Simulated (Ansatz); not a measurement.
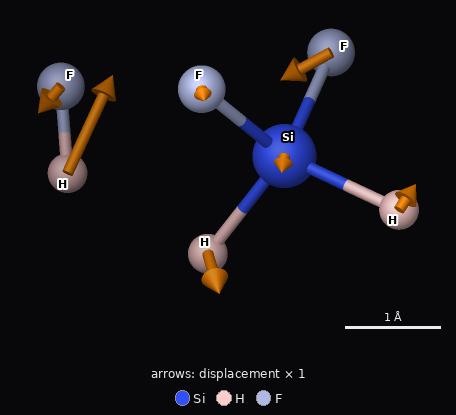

A relaxation of SiH$_{3}$F$_{3}$. The starting structure is drawn; orange arrows show the displacements, at their true length. The two geometries are superimposed by the best rigid fit.

A ball-and-stick model, seen at a tilt.

The run prepares an end point of a later path (reaction) calculation, from a guessed geometry.

These are results of RKS PBE0/def2-SVP (Ansatz), not measurements. Set-up: no spin polarisation; force threshold 0.03 eV/Å; at most 50 steps.

> Atoms of which element are displaced furthest, and by how much?

Hydrogen: up to 1.17 Å, against 0.62 Å for fluorine.

> What happened in the run?

The atom that moves furthest after the best rigid fit is an H atom (1.17 Å). Largest moves by element: H 1.17 Å, F 0.62 Å, Si 0.21 Å. Some distances before and after: F–Si 1.606 → 1.634 Å, H–Si 1.470 → 1.475 Å, F–H 0.923 → 0.928 Å. Bond angles that change, for instance: F–Si–F 110.3° → 107.2°, H–Si–H 112.2° → 115.1°. After 24 accepted moves (31 points after the start) the energy has fallen by 5.50 kcal/mol. Largest force component: 0.36 eV/Å at the start, 0.0079 eV/Å at the end. The line search rejected the trial steps at points 2, 9, 11, 16, 20, 26, 30 of the run. The forces were under the threshold at step 7, but the run went on from there.
